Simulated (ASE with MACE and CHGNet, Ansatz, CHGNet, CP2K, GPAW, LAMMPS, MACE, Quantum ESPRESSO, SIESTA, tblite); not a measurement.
## Amorphous polyacrylonitrile (as short chains C14N4H18) at 360 K (108 atoms) in machine-learned potentials

Wanted: machine-learned potentials inputs and outputs for amorphous polyacrylonitrile (as short chains C14N4H18) at 360 K (108 atoms), checked against a plane-wave reference.

Program: ASE with MACE and CHGNet. Level of theory: the method is named at each step. Results are calculated unless marked as measured.

## (1) Starting point

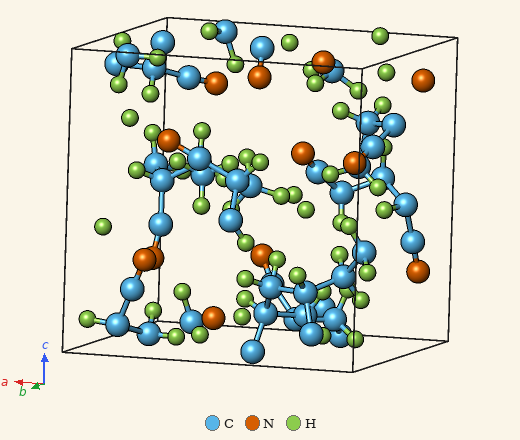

Start, viewed from a free direction; carbon blue, nitrogen orange, hydrogen green. Bonds to atoms that aren't drawn are left out. Some periodic images of atoms are drawn too.

The cell holds 108 atoms: 42 C, 12 N and 54 H. Its edges and angles: a = 10.346 Å, b = 10.346 Å, c = 10.346 Å, α = 90.0°, β = 90.0°, γ = 90.0°. 3 polyacrylonitrile chains of 4 units with methyl end groups placed at random, at 1.09 g/cm³; overlaps pushed apart, then 20 ps at 800 K with MMFF94 bonds, angles, torsions, charges and radii (Halgren, J. Comput. Chem. 17, 490 (1996)) in harmonic and 12-6 forms. Snapshot after 30 ps at 360 K and fixed volume.

The yardstick, on the same geometry:

| Quantity | Value |
| --- | --- |
| method | Kohn-Sham DFT, PBE, PAW, plane waves (Ansatz 0.2.0); cutoff 420 eV, Γ point, fermi-dirac smearing of 0.05 eV; PAW set soft_2 |
| r.m.s. force component | 1.196 eV/Å |
| longest force | 5.414 eV/Å |
| pressure | 3.184 GPa |
| gap (highest filled to lowest empty level) | 5.883 eV |
| SCF cycles | 10 |
| time | 9.2 s on 4 threads of Arm Neoverse V2, shared host |
| CPU time | 33 s |

## (2) MACE MP-0b3 medium potential

Method: machine-learned interatomic potential MACE MP-0b3 medium, trained on PBE(+U) plane-wave data.

Input file run.py:

```python
import numpy as np
from ase.io import read
import mlip  # loads the published weights by name

atoms = read("structure.xyz")
atoms.calc = mlip.calc("mace-mp-0b3-medium")
energy = atoms.get_potential_energy()
forces = atoms.get_forces()
print(f"energy {energy:.6f} eV")
print("forces (eV/A)")
for i, (a, f) in enumerate(zip(atoms, forces)):
    print(f"{i:4d} {a.symbol:2s} {f[0]:10.5f} {f[1]:10.5f} {f[2]:10.5f}")
stress = -atoms.get_stress(voigt=False) * 160.21766
print("stress (GPa, compression positive)")
for row in stress:
    print(" ".join(f"{x:10.4f}" for x in row))
```

Input file structure.xyz:

```xyz
108
Lattice="10.34621 0.00000 0.00000 0.00000 10.34621 0.00000 0.00000 0.00000 10.34621" Properties=species:S:1:pos:R:3 pbc="T T T"
C 0.73044 7.25176 3.71770
C 1.68291 6.50435 2.75457
C 2.69498 7.49448 2.24554
C 2.27420 7.99576 0.90902
N 1.98099 8.51441 10.24844
C 4.12245 6.89006 2.27337
C 4.61193 5.87934 1.24486
C 4.79071 6.61599 0.00445
N 4.64183 7.25683 9.43202
C 3.58548 4.71042 1.12256
C 4.33548 3.42656 0.81590
C 5.32623 3.05275 1.89667
N 5.88430 2.52023 2.79213
C 3.27447 2.42050 0.77690
C 3.48605 1.08718 0.07242
C 4.39331 0.24376 0.86815
N 5.13958 9.95378 1.46916
C 4.06927 1.10001 9.05697
H 1.20430 7.53711 4.62000
H 10.22392 6.69679 3.91573
H 0.30397 8.13843 3.15239
H 2.08042 5.78105 3.40183
H 1.21444 5.95787 1.93102
H 2.69260 8.42492 2.92332
H 4.11252 6.35599 3.16904
H 4.78864 7.68237 2.59773
H 5.47025 5.53729 1.65239
H 3.00940 4.63965 1.97271
H 2.85338 4.98791 0.51152
H 4.85072 3.44136 10.20974
H 2.38242 2.84500 0.19844
H 2.87987 2.29789 1.80800
H 2.56120 0.59791 10.29272
H 4.30102 2.17446 8.72972
H 4.98594 0.52704 8.97503
H 3.24612 0.68399 8.39347
C 1.73434 5.04150 6.35195
C 1.39498 5.22701 7.88092
C 0.19130 6.10933 7.98220
C 0.49196 7.38823 7.34912
N 0.77990 8.43382 6.88613
C 10.03189 6.35423 9.44112
C 8.56718 6.73807 9.44257
C 7.67947 5.65886 9.06152
N 6.97541 4.80126 8.81942
C 8.27852 7.29967 0.45347
C 8.95051 8.69454 0.86318
C 8.35394 9.04321 2.15098
N 7.91216 9.16105 3.19160
C 8.52859 9.78017 10.18408
C 8.83432 0.93592 0.17133
C 10.01875 1.41236 9.66667
N 0.57225 1.85425 9.03690
C 7.66923 1.84152 10.23509
H 2.51785 5.71152 6.10799
H 2.11559 4.00719 6.24011
[... 48 atom lines left out ...]
H 3.84310 9.35411 6.80243
H 3.70487 7.35471 5.46114
H 5.41107 7.55635 4.91207
H 5.05071 7.09740 6.66037
```

The run is started by

```console
> OMP_NUM_THREADS=1 python run.py > output.txt
```

The program printed:

```text
energy -663.841742 eV
forces (eV/A)
   0 C     0.04353    1.27677   -3.19288
   1 C    -1.37216    1.27272    0.67029
   2 C     0.43223    0.84776   -0.76794
   3 C     0.34822    0.71922    0.06726
   4 N    -0.12740   -0.43613    0.43813
   5 C    -0.99516    1.05380    0.26497
   6 C    -3.60539    1.46243   -0.80081
   7 C    -0.12375   -2.54865    3.27051
   8 N     0.14077    2.53169   -4.11874
   9 C     5.28761    0.57077    0.92945
  10 C     0.90988    0.13732    0.78897
  11 C    -0.03165   -0.99945    1.10639
  12 N    -0.57922    1.33712   -1.36155
  13 C    -3.07651   -0.71686   -0.82750
  14 C     1.98904   -0.18172    1.49168
  15 C    -1.22092    0.99419   -0.59620
  16 N     0.82661   -1.14289    0.87366
  17 C    -0.73014    1.68027   -2.02197
  18 H     0.55563    0.53337    0.98397
  19 H    -1.71219   -1.48212    0.65873
  20 H     0.59904   -0.41440    0.84421
  21 H     1.19699   -1.39855    0.75633
  22 H    -0.44972    0.10156   -0.00592
  23 H     0.14353   -1.16197   -0.77007
[...]
100 H     0.23948   -0.60084   -1.09929
 101 H    -0.21501    0.98117   -2.55306
 102 H     0.06276   -1.08478   -1.35427
 103 H    -0.30357   -0.51657   -0.31896
 104 H     0.50202    0.01784   -0.22091
 105 H     0.24888    0.05276    0.07314
 106 H    -0.34956   -0.11241    0.59635
 107 H    -0.35392    0.50026   -0.77427
stress (GPa, compression positive)
    3.7935    -0.4705     0.3816
   -0.4705     2.0557     0.0547
    0.3816     0.0547     2.3544
```

The job ended after 8.6 s (1 thread of Arm Neoverse V2, shared host; peak memory 1.4 GiB).

Banners, paths, timers and routine set-up lines are dropped from the logs unmarked, and long logs keep their key lines alone; longer cuts are marked.

Numbers from this run, and their distance from the reference:

```
r.m.s. force component                  : 1.206 eV/Å
r.m.s. difference of force components   : 176.5 meV/Å
longest difference of force vectors     : 790.7 meV/Å
force difference over r.m.s. force      : 14.75 %
slope of forces against the reference's : 0.9977
correlation of force components         : 0.9892
pressure                                : 2.735 GPa
pressure difference                     : -0.4499 GPa
```

Length of the force difference by element (eV/Å):

| element | atoms | mean | most |
| --- | --- | --- | --- |
| C | 42 | 0.38 | 0.70 |
| H | 54 | 0.14 | 0.31 |
| N | 12 | 0.30 | 0.79 |

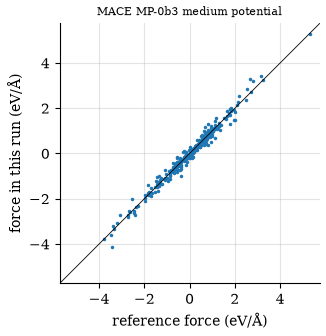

Force components against those of the reference; the line marks equality.

A closer look about C42, picked at random: 12 atoms, nearest first, numbered in the order of the input, with positions taken from that point.

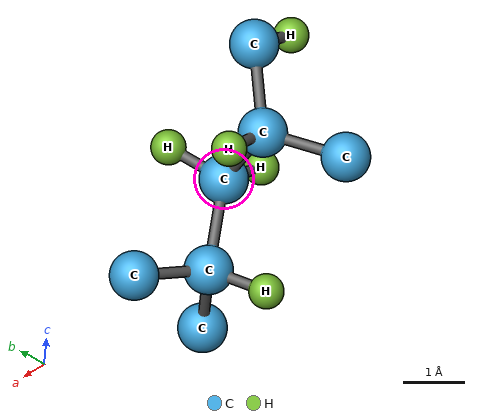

The atoms of the table, within 2.6 Å (arrows a, b, c point along x, y, z); some may hide others; the central atom is ringed.

| atom | x | y | z | distance (Å) | bonds | Fx | Fy | Fz (eV/Å) |
| --- | --- | --- | --- | --- | --- | --- | --- | --- |
| C42 | 0.00 | 0.00 | 0.00 | 0.00 | 4 | -0.76 | 0.20 | -1.89 |
| H61 | 0.47 | 0.84 | 0.45 | 1.06 | 1 | 1.19 | 0.84 | 0.23 |
| H62 | 0.08 | -0.80 | 0.70 | 1.06 | 1 | 0.57 | -1.46 | 0.38 |
| C43 | -1.46 | 0.38 | 0.00 | 1.51 | 4 | 0.63 | 0.84 | -1.16 |
| C39 | 0.51 | -0.24 | -1.46 | 1.56 | 4 | -0.56 | -0.49 | 1.89 |
| H63 | -1.61 | 1.14 | -0.80 | 2.13 | 1 | -0.10 | 0.10 | 0.22 |
| H60 | -0.24 | -0.91 | -1.92 | 2.14 | 1 | -0.55 | 0.74 | -0.53 |
| C46 | -1.75 | 0.95 | 1.36 | 2.41 | 4 | 1.16 | 0.33 | 0.44 |
| C40 | 0.81 | 1.03 | -2.09 | 2.47 | 2 | 0.10 | 1.55 | -0.86 |
| C44 | -2.35 | -0.70 | -0.38 | 2.48 | 2 | 1.97 | 2.15 | 1.12 |
| C38 | 1.71 | -1.13 | -1.56 | 2.57 | 4 | -0.51 | -1.48 | -1.71 |
| H64 | -1.61 | 0.10 | 2.05 | 2.61 | 1 | 0.41 | 0.43 | 0.52 |

Atoms are counted from 1 here, from 0 in the log.

Forces lie 15 % from the reference's, at 0.25 times its CPU time (on 1 against 4 cores).

## (3) MACE MP-0b2 small potential

Method: machine-learned interatomic potential MACE MP-0b2 small, trained on PBE(+U) plane-wave data.

run.py, as its differences from that of step 2:

```diff
@@ -5,3 +5,3 @@
 atoms = read("structure.xyz")
-atoms.calc = mlip.calc("mace-mp-0b3-medium")
+atoms.calc = mlip.calc("mace-mp-0b2-small")
 energy = atoms.get_potential_energy()
```

structure.xyz is that of step 2.

The program printed:

```text
energy -665.258990 eV
forces (eV/A)
   0 C    -0.11305    1.36943   -3.40255
   1 C    -1.62879    1.26969    0.64322
   2 C     0.42992    0.94887   -0.79118
   3 C     0.75101    0.31385    0.45706
   4 N    -0.02540   -0.20701    0.26650
   5 C    -0.90862    1.15649    0.19610
   6 C    -3.48761    1.49009   -0.95840
   7 C     0.03975   -2.77014    3.59518
   8 N    -0.11891    2.63917   -4.14856
   9 C     5.56495    0.65766    0.85479
  10 C     0.67091    0.39571    0.82333
  11 C     0.04751   -1.03155    1.02928
  12 N    -0.78818    1.15222   -1.35567
  13 C    -2.82537   -1.04278   -0.71924
  14 C     1.79296   -0.03758    1.74283
  15 C    -1.74764    1.20890   -0.74266
  16 N     1.19028   -1.22493    1.03870
  17 C    -0.60102    1.67787   -2.08834
  18 H     0.57229    0.51463    1.04721
  19 H    -1.70733   -1.53253    0.73808
  20 H     0.65649   -0.41265    0.84328
  21 H     1.31165   -1.42368    0.65378
  22 H    -0.52208    0.06224    0.14008
  23 H     0.13032   -1.09013   -0.82935
[...]
100 H     0.11961   -0.64822   -1.11989
 101 H    -0.06742    1.00147   -2.56975
 102 H     0.03996   -0.97164   -1.48233
 103 H    -0.33703   -0.54301   -0.49522
 104 H     0.50487    0.02401   -0.14844
 105 H     0.22239    0.14870    0.11740
 106 H    -0.28824   -0.15298    0.58096
 107 H    -0.35586    0.45120   -0.77842
stress (GPa, compression positive)
    3.6616    -0.3969     0.2997
   -0.3969     1.9378     0.0926
    0.2997     0.0926     2.0128
```

The job ended after 6.5 s (1 thread; peak memory 0.7 GiB).

Numbers from this run, and their distance from the reference:

| Property | Result |
| --- | --- |
| r.m.s. force component | 1.24 eV/Å |
| r.m.s. difference of force components | 202.7 meV/Å |
| longest difference of force vectors | 966.3 meV/Å |
| force difference over r.m.s. force | 16.94 % |
| slope of forces against the reference's | 1.024 |
| correlation of force components | 0.9868 |
| pressure | 2.537 GPa |
| pressure difference | -0.647 GPa |

Against the first run (15 %), the force difference from the reference is 17 %, at 0.74 times the CPU time.

## (4) CHGNet 0.3.0 potential

Method: machine-learned interatomic potential CHGNet 0.3.0, trained on PBE(+U) plane-wave data.

run.py, as its differences from that of step 3:

```diff
@@ -5,3 +5,3 @@
 atoms = read("structure.xyz")
-atoms.calc = mlip.calc("mace-mp-0b2-small")
+atoms.calc = mlip.calc("chgnet-0.3.0")
 energy = atoms.get_potential_energy()
```

structure.xyz is that of step 3.

The program printed:

```text
CHGNet v0.3.0 initialized with 412,525 parameters
CHGNet will run on cpu
energy -669.352844 eV
forces (eV/A)
   0 C     0.08813    1.42963   -3.22374
   1 C    -1.52903    0.90659    0.63018
   2 C     0.58969    1.13781   -0.43046
   3 C     0.35897    0.43831    0.38409
   4 N    -0.18067   -0.14103    0.03261
   5 C    -0.59821    1.12457    0.30905
   6 C    -3.28615    1.37320   -0.85397
   7 C     0.11935   -2.71543    3.76830
   8 N     0.02224    2.68483   -4.47032
   9 C     4.55450    0.56835    1.09404
  10 C     0.79808    0.32897    0.42866
  11 C    -0.05300   -0.86260    0.53317
  12 N    -0.24498    0.95583   -0.77059
  13 C    -3.27023   -0.49804   -0.65571
  14 C     1.56836   -0.03968    1.43569
  15 C    -1.62402    0.97482   -0.91722
  16 N     1.31091   -1.32648    1.18539
  17 C    -0.50549    1.72010   -2.18621
  18 H     0.57078    0.51513    1.02824
  19 H    -1.72763   -1.43266    0.64047
  20 H     0.60137   -0.50745    0.79918
  21 H     1.12204   -1.41330    0.72389
  22 H    -0.39003    0.08641    0.04110
  23 H     0.03799   -1.12533   -0.91228
[...]
100 H     0.31086   -0.59697   -1.15922
 101 H    -0.06032    1.15708   -2.56529
 102 H    -0.00735   -1.00365   -1.20536
 103 H    -0.34078   -0.42113   -0.27828
 104 H     0.61120    0.07199   -0.23168
 105 H     0.38221    0.12522    0.14884
 106 H    -0.35865   -0.13274    0.65637
 107 H    -0.32607    0.56267   -0.77240
stress (GPa, compression positive)
    4.0309    -0.2704     0.4884
   -0.2704     2.3983    -0.2012
    0.4884    -0.2012     2.9093
```

Run time: 4 s. Hardware: 1 thread; peak memory 2.2 GiB.

Numbers from this run, and their distance from the reference:

| Property | Result |
| --- | --- |
| r.m.s. force component | 1.186 eV/Å |
| r.m.s. difference of force components | 267.1 meV/Å |
| longest difference of force vectors | 1160 meV/Å |
| force difference over r.m.s. force | 22.33 % |
| slope of forces against the reference's | 0.9671 |
| correlation of force components | 0.9749 |
| pressure | 3.113 GPa |
| pressure difference | -0.0716 GPa |

Against the first run (15 %), the force difference from the reference is 22 %, at 0.49 times the CPU time.

## (5) The ladder

Differences are against the plane-wave reference, forces as r.m.s. over components; share is that over the reference's r.m.s. force, slope the least-squares factor from reference forces to these. Total energies of different programs have different zeros and aren't compared.

| run | Δ force, r.m.s. (meV/Å) | share (%) | slope | Δ pressure (GPa) | cores | CPU time | memory (GiB) |
| --- | --- | --- | --- | --- | --- | --- | --- |
| reference | - | - | - | - | 4 | 33 s | 1.1 |
| MACE MP-0b3 medium potential | 176 | 14.8 | 0.998 | -0.450 | 1 | 8.1 s | 1.4 |
| MACE MP-0b2 small potential | 203 | 16.9 | 1.024 | -0.647 | 1 | 6 s | 0.7 |
| CHGNet 0.3.0 potential | 267 | 22.3 | 0.967 | -0.0716 | 1 | 3.9 s | 2.2 |

Times of the machine-learned potentials are mostly Python's start and the loading of weights.

CPU time is summed over cores on a shared host, where runs went side by side, so it is rough. Symmetry, cutoffs, thresholds, outputs and thread counts weren't matched or tuned between programs; memory under MPI is the largest rank's times the ranks.

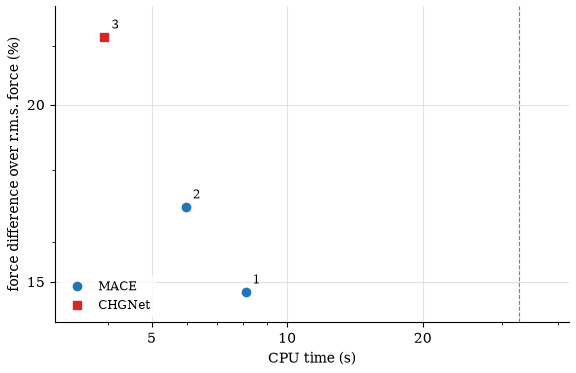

Force difference against CPU time; the dashed line marks the reference's time. Points: 1 MACE MP-0b3 medium potential; 2 MACE MP-0b2 small potential; 3 CHGNet 0.3.0 potential.

## (6) Summary of results

```json
{
 "nearest in forces": "MACE MP-0b3 medium potential, 15 %",
 "its CPU time": "8.1 s"
}
```

Machine-learned potentials differ by 15 % (MACE MP-0b3 medium potential) to 22 % (CHGNet 0.3.0 potential); they were trained on other programs' data. Machine-learned potentials mimic data converged in k, so the reference's own k-point error enters their differences. The network of contacts between molecules at the start is that of the classical potential that made the cell, and needn't be the one that DFT or experiment would give. The reference's PBE has no dispersion term, which matters for the binding between molecules or layers. The density was typed from a rule of thumb and may lie off the real one at this temperature. The electronic-structure runs sample only Γ, in a cell whose shortest periodic width is 10 Å.

[Also dropped from logs without a mark: logging warnings of Python, and SIESTA's first energy breakdown and zero terms.]

[Logs are printed without paths, hosts, clocks, repeated set-up lines and the standing remarks that a program may print on its own settings, such as how far it seeks lower states.]

[Hosts, paths, dates, database ids (printed as entryN), source tags and the programs' standing remarks are cut or masked in the printed files.]

[The MMFF94 radii named for the starting cell were scaled by 0.96; in molecules described by MMFF94, hydrogen bound to N, O or S took a small fixed 12-6 site in their place.]
